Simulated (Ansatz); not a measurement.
**CH₇FOSi₂ (SMILES OC(F)([SiH3])[SiH3]): density, localisation and related maps**

```yaml
atoms:
  - { symbol: O, position_ang: [0.4841, 1.5294, 0.6847] }
  - { symbol: C, position_ang: [0.3628, 0.1743, 0.4121] }
  - { symbol: F, position_ang: [1.1201, -0.5561, 1.3601] }
  - { symbol: Si, position_ang: [-1.4406, -0.4427, 0.5926] }
  - { symbol: Si, position_ang: [1.1700, -0.1338, -1.2957] }
  - { symbol: H, position_ang: [-0.0095, 1.7481, 1.4844] }
  - { symbol: H, position_ang: [-2.2570, 0.1077, -0.5191] }
  - { symbol: H, position_ang: [-1.5003, -1.9240, 0.5875] }
  - { symbol: H, position_ang: [-1.9379, 0.0993, 1.8885] }
  - { symbol: H, position_ang: [2.5796, 0.3238, -1.2529] }
  - { symbol: H, position_ang: [1.1007, -1.5896, -1.5795] }
  - { symbol: H, position_ang: [0.4049, 0.6087, -2.3286] }
```

Geometry: PBE0-D4/def2-TZVP.

Theory: Ansatz 0.2.0, RKS PBE0-D4/def2-TZVPP.

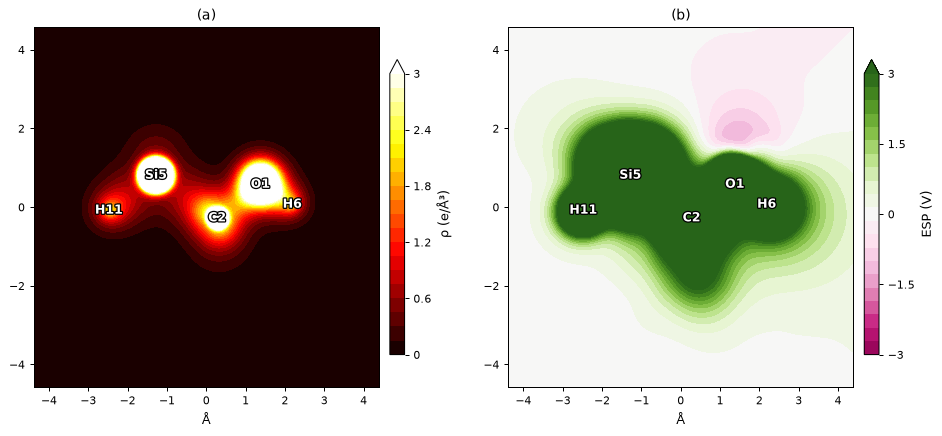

Figure 1. (a) electron density; (b) electrostatic potential on the plane of atoms O1, C2 and Si5.

Q: What does the map show?

A: Atoms in the plane: O, C, Si and H.
C–O (1.39 Å): ρ is about 2.2 e/Å³ halfway, with its minimum of 1.9 e/Å³ about 0.5 Å from C.
C–Si (1.91 Å): ρ is about 0.95 e/Å³ halfway.
O–H (0.96 Å): ρ at the midpoint is about 3.8 e/Å³.
Si–H (1.48 Å): ρ is about 0.8 e/Å³ halfway.
Outside the dense part of the molecule the potential is most negative (−1.3 V) near O1.

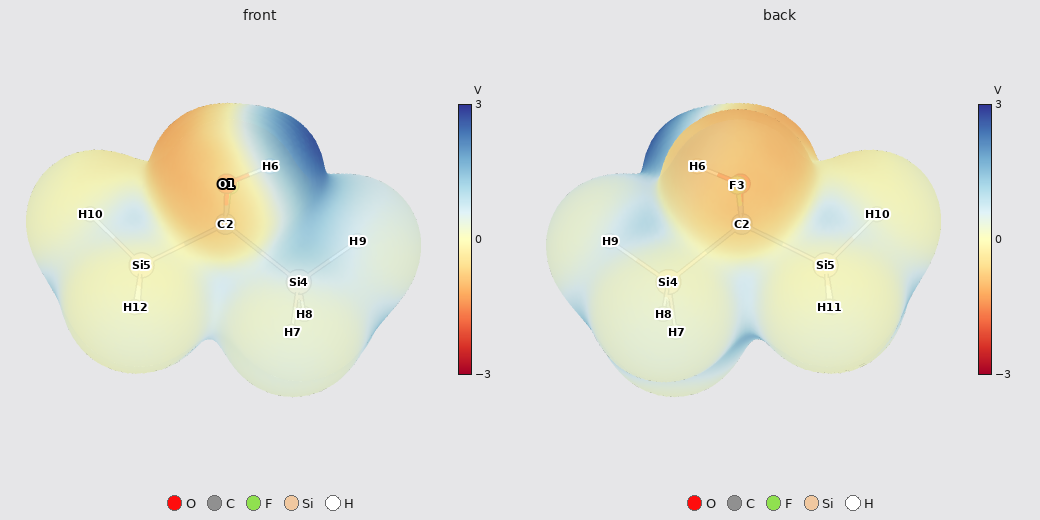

Figure 2. The electrostatic potential painted on the density surface at 0.002 e/bohr³, seen from the front and from behind; the colour scale runs from red (negative) to blue (positive).

Q: Which sites attract a positive test charge, and which a negative one?

A: A positive charge is drawn to the negative regions and a negative charge to the positive ones. The most negative region (about −1.1 V) lies over O1, the most positive (about +2.6 V) over H6. O1 is the likeliest acceptor of a hydrogen bond.

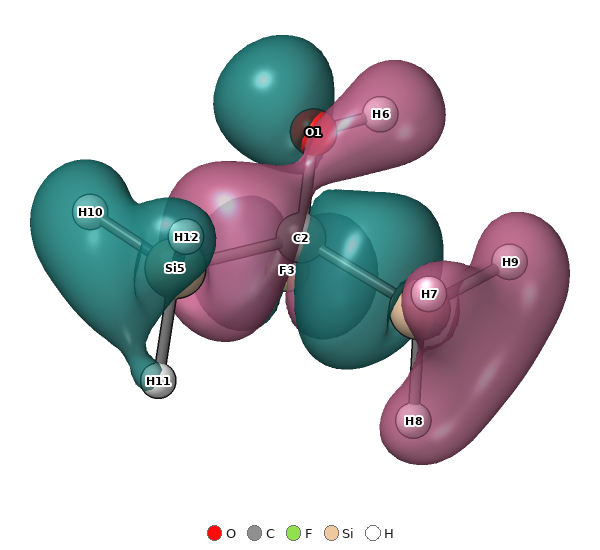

Figure 3. The HOMO at ±0.06 Å⁻³ᐟ² (teal and pink are the two phases), seen at a tilt.

Q: What is the character of this orbital?

A: Its weight (Hirshfeld) is mainly on C2 (about 30 %), Si4 (about 15 %), O1 (about 15 %), F3 (about 15 %) and Si5 (about 15 %). Its energy is −7.80 eV.
